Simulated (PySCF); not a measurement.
# Excited-state calculation, with input and output: CH$_{3}$FOSi

System: CH$_{3}$FOSi, SMILES O=C[SiH2]F.
Method: TDDFT PBE0/def2-SVP, vertical, gas phase, core orbitals frozen in the response (PySCF 2.14.0).

The geometry comes from this level: PBE0-D3(BJ)/def2-SVP.

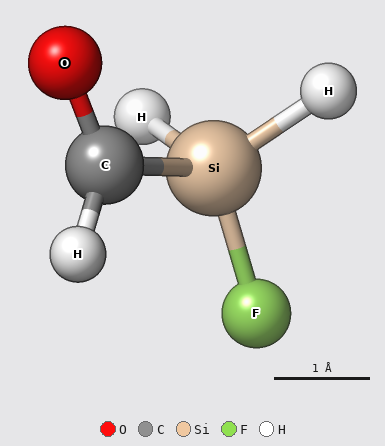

Fig. 1: The structure as given in the input (ball-and-stick view, seen at a tilt).

Input
```
{"job": {"kind": "uv", "xc": "PBE0", "basis": "def2-SVP"}, "charge": 0, "multiplicity": 1}
O      1.759133    -0.980617    -0.158308
C      1.139680     0.055522    -0.166402
Si    -0.759079    -0.051576     0.100883
F     -1.411034     1.437374     0.053142
H      1.664636     1.038081    -0.324838
H     -1.014050    -0.654177     1.436251
H     -1.345187    -0.873877    -0.990555
```

The first line tells a small driver script what to run in PySCF; the rest is the geometry in Å.

Launched with:
```bash
OMP_NUM_THREADS=1 python <driver script> task.json out
```

Output
```
coarse grid: 6744 points
cycle   1  E = -503.6679853703  dE =  3.233e-01  |g| = 8.698e-01  |ddm| = 2.656e+00
cycle   2  E = -503.1581661414  dE =  5.098e-01  |g| = 1.815e+00  |ddm| = 2.117e+00
cycle   3  E = -503.8116186488  dE = -6.535e-01  |g| = 1.718e-01  |ddm| = 1.528e+00
cycle   4  E = -503.8158551285  dE = -4.236e-03  |g| = 9.199e-02  |ddm| = 1.829e-01
cycle   5  E = -503.8173078163  dE = -1.453e-03  |g| = 9.979e-03  |ddm| = 6.545e-02
cycle   6  E = -503.8173282046  dE = -2.039e-05  |g| = 3.626e-03  |ddm| = 1.001e-02
cycle   7  E = -503.8173312962  dE = -3.092e-06  |g| = 8.917e-04  |ddm| = 4.276e-03
final grid: 62064 points
cycle   8  E = -503.8859959001  dE =  4.882e-06  |g| = 9.469e-03  |ddm| = 1.223e-02
cycle   9  E = -503.8859345199  dE =  6.138e-05  |g| = 2.003e-02  |ddm| = 1.878e-02
cycle  10  E = -503.8860132509  dE = -7.873e-05  |g| = 4.493e-04  |ddm| = 1.328e-02
cycle  11  E = -503.8860133034  dE = -5.245e-08  |g| = 6.721e-05  |ddm| = 5.596e-04
cycle  12  E = -503.8860133045  dE = -1.143e-09  |g| = 2.252e-05  |ddm| = 8.537e-05
cycle  13  E = -503.8860133046  dE = -8.345e-11  |g| = 1.143e-05  |ddm| = 2.329e-05
```

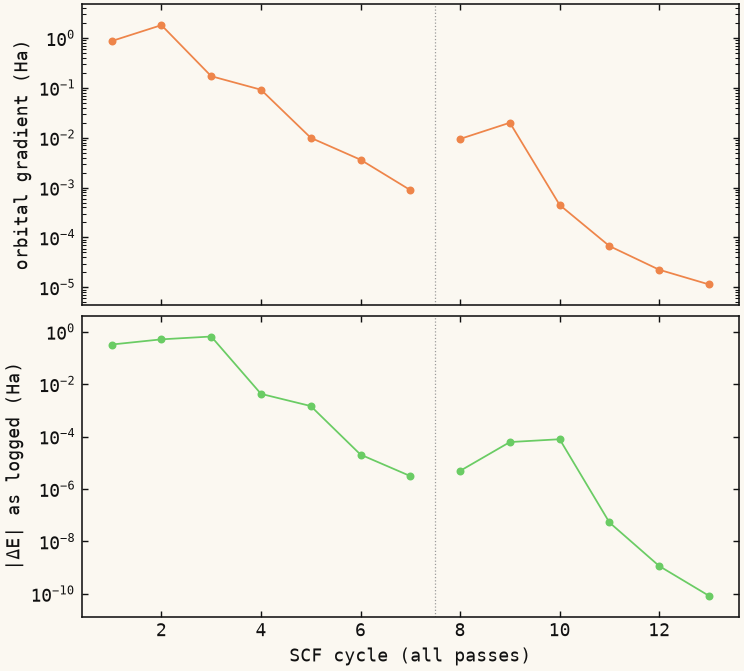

Fig. 2: Convergence of the self-consistent field: orbital gradient and size of the energy change against the SCF cycle. The dotted line marks the change from a coarse to the final integration grid. The first 7 cycles use a coarse grid, the final grid takes over at cycle 8, and the field converges after 13 cycles in all.

```
converged SCF energy = -503.8860133046

Static polarisability (au): isotropic 34.369, principal 28.942 34.908 39.259

Singlet excitations
state   eV       nm        f      main configurations
  1   3.2358    383.2   0.00123   H->L 0.99
  2   6.1745    200.8   0.00457   H->L+1 0.98
  3   7.0826    175.1   0.03604   H-1->L 0.95
  4   7.7225    160.5   0.13352   H->L+2 0.95
  5   7.7875    159.2   0.00460   H-2->L 0.90
  6   8.2462    150.4   0.16084   H->L+3 0.98
  7   8.5354    145.3   0.00568   H-1->L+1 0.99
  8   8.9010    139.3   0.00443   H-6->L 0.46, H-4->L 0.36, H-7->L 0.10
  9   9.1889    134.9   0.00732   H->L+4 0.91
 10   9.2934    133.4   0.01645   H-3->L 0.62, H->L+5 0.24, H-5->L 0.09

Triplet excitations (Tamm-Dancoff, eV): 2.4642 5.4899 5.8173 6.8281
```

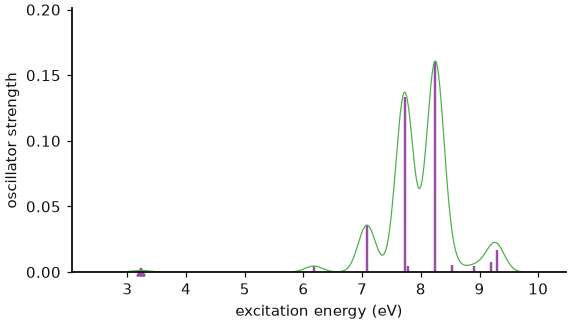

Fig. 3: Computed excitations as sticks (degenerate states added up, dark ones marked on the axis), with a Gaussian envelope of 0.35 eV full width at half maximum, scaled to the tallest. Of the 10 states the lowest lies at 3.24 eV (f = 0.001); the strongest line is at 8.25 eV, or 150 nm (f = 0.161).

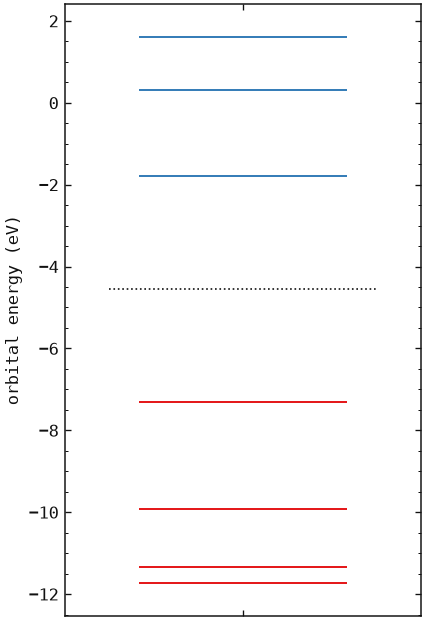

Fig. 4: Orbital energies near the frontier; the dotted line parts filled from empty levels, and levels within 0.02 eV of each other stand side by side. Highest filled −7.32 eV, lowest empty −1.79 eV, 5.53 eV apart.

Results in brief

```tsv
quantity	value
outcome	converged
total energy	−503.886013 hartree
HOMO	−7.32 eV
LUMO	−1.80 eV
dipole moment	0.73 D
mean polarisability	34.37 a.u.
lowest singlet excitation	3.24 eV
hardware	1 CPU thread, shared host
wall time	5.2 s
peak memory	0.38 GiB
```
